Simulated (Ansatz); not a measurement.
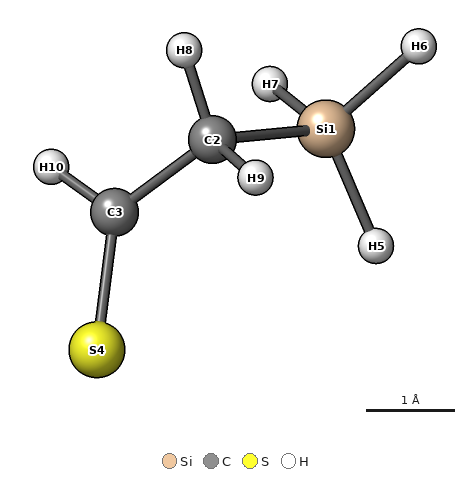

Fig. 1: The structure as given in the input (ball-and-stick view, seen at a tilt; atoms are numbered from 1 in the order of the input).

Single-point calculation of C₂H₆SSi

- system: C₂H₆SSi, SMILES [SiH3]CC=S
- method: RKS PBE0-D4/def2-TZVPP (Ansatz 0.2.0)

The geometry comes from this level: PBE0-D4/def2-TZVP.

### What the program printed
```
Functional definition: PBE0
  name "PBE0"
  cite "Adamo & Barone, J. Chem. Phys. 110, 6158 (1999) doi:10.1063/1.478522"
  cite "Perdew, Burke & Ernzerhof, Phys. Rev. Lett. 77, 3865 (1996) doi:10.1103/PhysRevLett.77.3865"
  parent pbe
  parameter a = 0.25
  parameter kappa = 0.804
  parameter beta = 0.06672455060314922
  exchange = (1 - a)*pbe_x(kappa = kappa, mu = beta*pi^2/3) + a*exact_x
  correlation = pbe_c(beta = beta)
1320 factors; their error is unknown
mean field evaluation 1: about -20868.6538 eV, gradient 5.5e1 eV
mean field evaluation 2: about -20857.1019 eV, gradient 8.2e1 eV
mean field evaluation 4: about -20875.5834 eV, gradient 6.1e0 eV
mean field evaluation 8: about -20875.6718 eV, gradient 8.0e-2 eV
mean field evaluation 16: about -20875.6929 eV, gradient 4.5e-5 eV
mean field -20875.69293133 eV, -767.1675651734 hartree, gradient 4.5e-5 eV, S^2 0.000000; 0 other end points of the search recorded, 0 dependent functions left out
reference -20875.69296298 eV, -767.1675663367 hartree; 24, 24 occupied and 206, 206 virtual orbitals, 1320 factors
Total energy: -20875.88367802 eV, -767.1745749850 hartree
```

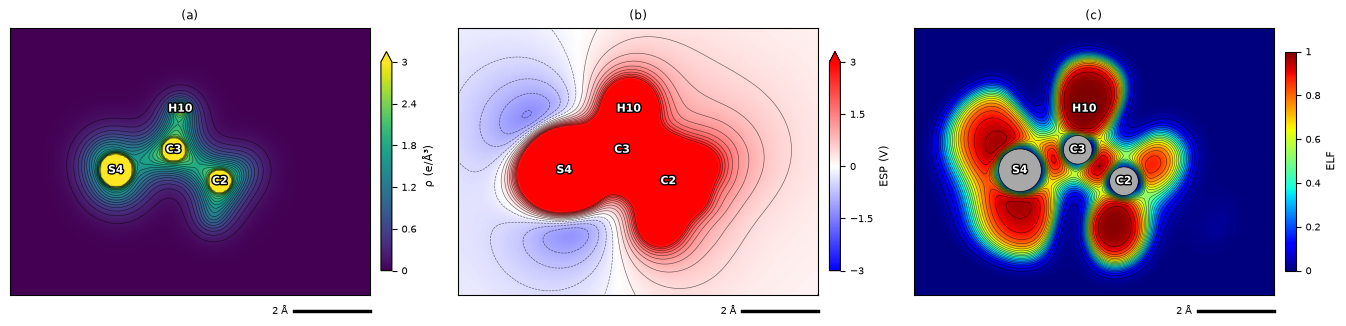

Fig. 2: (a) total electron density; (b) electrostatic potential; (c) electron localisation function on the plane of atoms C2, C3 and H10. Grey discs, where drawn, cover atomic cores. Atoms in the plane: C, S and H.

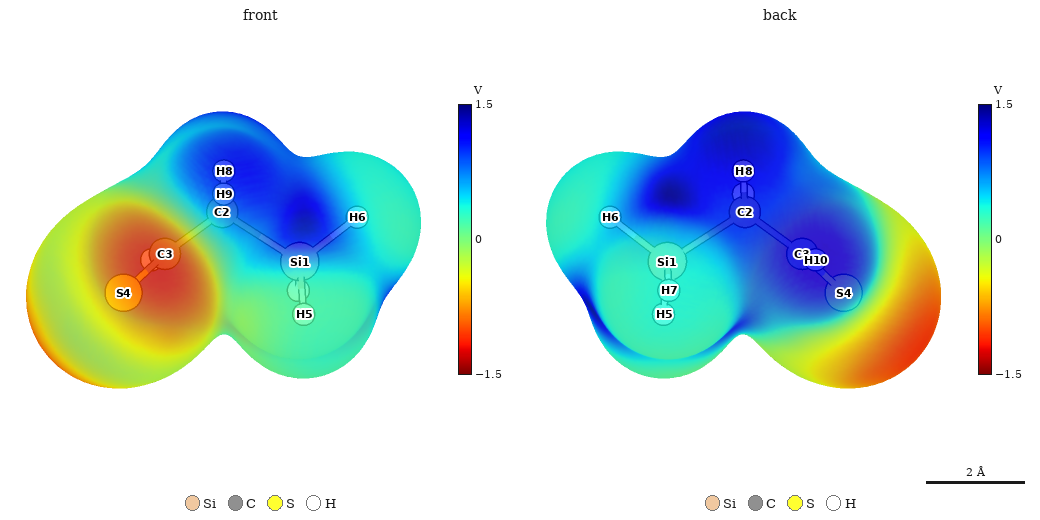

Fig. 3: The molecular electrostatic potential painted on the density surface at 0.002 e/bohr³, seen face on and from behind; red is negative and blue positive.

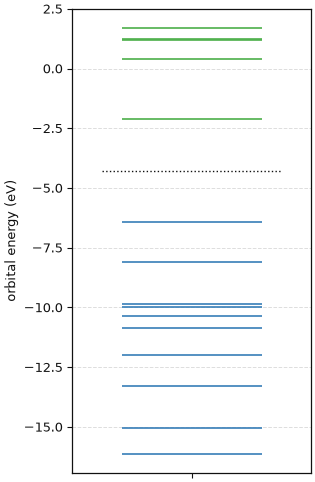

Fig. 4: Orbital energies near the frontier; the dotted line parts filled from empty levels, and levels within 0.02 eV of each other stand side by side. Highest filled −6.44 eV, lowest empty −2.12 eV, 4.32 eV apart.

This output came from the following input.

### The input
```yaml
crystal:
  periodic: [false, false, false]
  atoms:
    - {symbol: Si, position_ang: [-1.098619, 0.711047, -0.139140]}
    - {symbol: C, position_ang: [0.234955, -0.392293, 0.647946]}
    - {symbol: C, position_ang: [1.253326, -0.718890, -0.362295]}
    - {symbol: S, position_ang: [2.658272, 0.044283, -0.582944]}
    - {symbol: H, position_ang: [-0.492042, 2.005634, -0.530971]}
    - {symbol: H, position_ang: [-2.183453, 0.929248, 0.852610]}
    - {symbol: H, position_ang: [-1.657452, 0.035258, -1.338319]}
    - {symbol: H, position_ang: [-0.275283, -1.292140, 1.007752]}
    - {symbol: H, position_ang: [0.662672, 0.161153, 1.486661]}
    - {symbol: H, position_ang: [0.980724, -1.534601, -1.038299]}
basis:
  gaussian: {orbitals: def2-TZVPP}
hamiltonian: {xc: pbe0, dispersion: d4}
output: {orbitals: {seedname: orbitals}}
```

Launch command:
```bash
ansatz run in.yaml --threads 2 --pin off --events-out ev --progress --plain --max-ram 4352MiB
```

### Results in brief

- outcome: converged
- total energy: −20875.8837 eV
- mean-field energy: −20875.6930 eV
- dispersion energy: −0.1907 eV
- SCF solution under orbital rotations: stable
- HOMO: −6.44 eV
- LUMO: −2.12 eV
- hardware: 2 threads of Arm Neoverse V1, 23 GiB of memory available, shared host
- wall time: 4.8 s (CPU time 9.3 s)
- peak memory: 0.52 GiB
